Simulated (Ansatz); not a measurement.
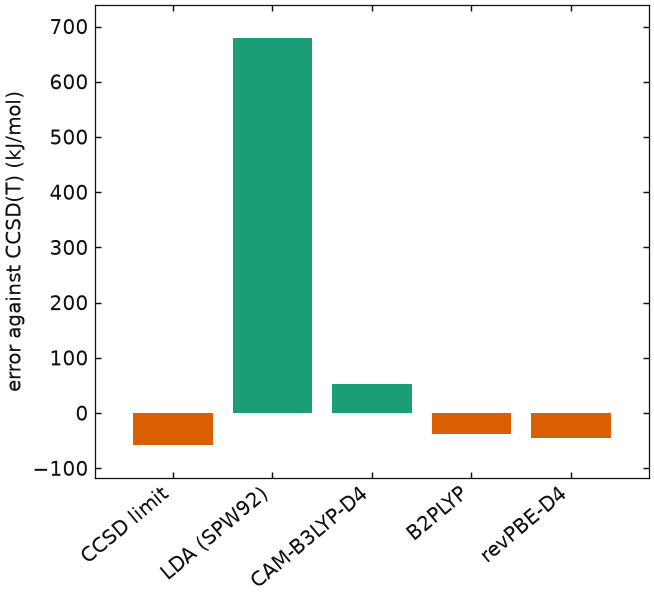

Error in the electronic atomisation energy (method less reference, so positive means overbinding) of C₂H₁₀BNSi, SMILES CB(C)N[SiH3]: functionals in def2-TZVPP against frozen-core CCSD(T) at the limit (MP2 extrapolated from triple and quadruple zeta, plus CCSD(T) less MP2 in a smaller set), which gives 5566.2 kJ/mol, at a PBE0-D4/def2-TZVP geometry (a minimum by its frequencies), no zero-point or spin-orbit term, the Ansatz code 0.2.0. The reference leaves out core correlation, a term that grows with the number of heavy atoms. B2PLYP holds a correlation term that converges slowly with the basis, so part of the distance to the limit is basis error. No dispersion term is added to B2PLYP. Limit means the basis limit.

### What range do the values span?

From −58.0 kJ/mol (CCSD limit) to 680.0 kJ/mol (LDA (SPW92)).

### Which of these levels overbind, and which underbind?

Overbind: LDA (SPW92) and CAM-B3LYP-D4. Underbind: CCSD limit, B2PLYP and revPBE-D4.

Caveats, for all or some of the runs: one conformer of a flexible molecule.
